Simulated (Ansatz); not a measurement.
MgB₂ (AlB2 type, space group P6/mmm)

```
MgB2
1.0
    3.07432     0.00000     0.00000
   -1.53716     2.66244     0.00000
    0.00000     0.00000     3.52754
Mg B
1 2
Cartesian
  0.00000   0.00000   0.00000
  0.00000   1.77496   1.76377
  1.53716   0.88748   1.76377
```

A phonon eigenvector at Γ is frozen into this cell: atom i moves by Q times the vector below, so Q is the largest atomic displacement, in Å. The cell is held.

```csv
atom,x,y,z
B2,0.000,0.000,1.000
B3,0.000,0.000,-1.000
```

Atoms not listed stay in place.

Calculation: PBE (plane waves to 420 eV, PAW, scalar-relativistic; Ansatz, a quantum-chemistry and plane-wave program). k mesh 17×17×13 (Γ-centred), Fermi-Dirac smearing 0.05 eV. E stands for the smeared free energy. With partly filled bands, energies and forces of such displacements shift with the k mesh and the smearing. MgB2 was relaxed with its symmetry unable to fall. ΔE is measured from the undisplaced structure.

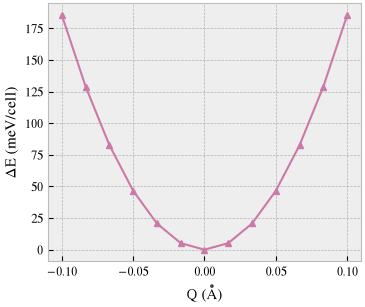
Fig. 1. ΔE (meV/cell) against Q (Å); one marker a computed point.

Q: What is the energy change at Q = 0.100 Å?

A: About 190 meV/cell.

Q: What harmonic wavenumber does the curvature at Q = 0 give?

A: About 690 cm⁻¹.

(A displaced cell: forces are minus the slopes of the energy, force constants its curvatures, and phonons follow from these.)
